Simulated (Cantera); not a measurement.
Feed: 1 mol Si, 0.65 mol Cl2, 6.8 mol H2, at 23.0 bar.

Method: chemical equilibrium by Gibbs-energy minimisation in Cantera with the NASA 1993 tables (ideal gas, pure condensed phases). Candidate condensed phases: Si; 19 gas species. The tables' values for SiCl3 are old estimates; treat these amounts as uncertain. Gases not in the tables: Si2H6 and higher silanes. Rates play no part.

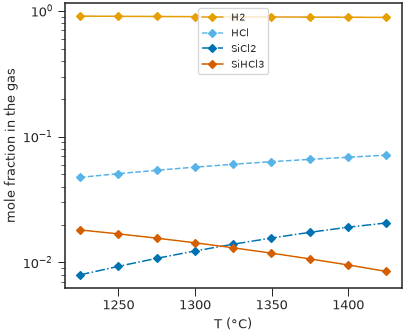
Equilibrium gas composition (values under 1e-9 drawn at 1e-9)

From 1225 °C to 1400 °C the condensed part is Si(s). At 1425 °C the condensed part is Si(l). The main Si-bearing gas is SiHCl3 at 1225 °C and SiCl2 at 1425 °C. The share of Si in condensed phases is highest at 1425 °C (68.8 %) and lowest at 1225 °C (66.7 %).
